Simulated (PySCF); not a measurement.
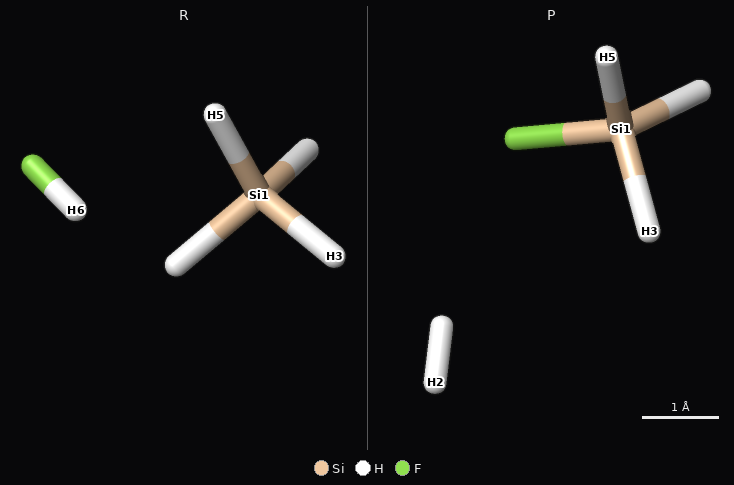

Reactant (R) and product (P) of one elementary step of SiH5F. The picture is a stick view, seen at a tilt.

Stationary points at PBE0-D4/def2-TZVP, single-point energies with CCSD(T)/CBS, r2SCAN-D4, PBE0-D4, wB97M-V, B3LYP-D4, PBE-D4 (def2-TZVPP where no basis is named; PySCF 2.14.0). The energies are electronic, without zero-point or thermal terms, and both ends are the minima reached downhill from the saddle, with any fragments still in contact. CCSD(T)/CBS stands for a frozen-core estimate: MP2 correlation extrapolated from def2-TZVPP and def2-QZVPP, CCSD(T) minus MP2 from the smaller set.

What is the transition state like, and how high is the barrier?

Counted by bonded pieces, R holds HF + SiH₄ and P holds H₂ + SiH₃F. From R over the saddle to P, bonds form: F–Si (3.53 → 1.94 → 1.60 Å), H–H (1.79 → 0.97 → 0.75 Å). Bonds break: H–Si (1.50 → 1.70 → 4.19 Å), F–H (0.93 → 1.21 → 2.66 Å). The saddle has one imaginary mode, 1132i cm⁻¹. With CCSD(T)/CBS the barrier is 35.4 kcal/mol from R and 59.6 kcal/mol from P, and P lies 24.2 kcal/mol below R.

```csv
level,barrier from R (kcal/mol),barrier from P (kcal/mol),P less R (kcal/mol)
CCSD(T)/CBS,35.4,59.6,−24.2
r2SCAN-D4,29.3,54.2,−24.9
PBE0-D4,31.8,53.6,−21.8
wB97M-V,32.6,57.1,−24.4
B3LYP-D4,33.4,57.8,−24.3
PBE-D4,27.5,49.0,−21.6
```

Against CCSD(T)/CBS, B3LYP-D4 comes closest on the barrier from R (−1.9 kcal/mol) and PBE-D4 misses most (−7.9 kcal/mol).

The saddle point in the same view, with dashed sticks for the bonds that form or break:

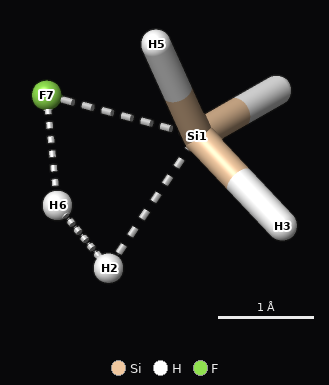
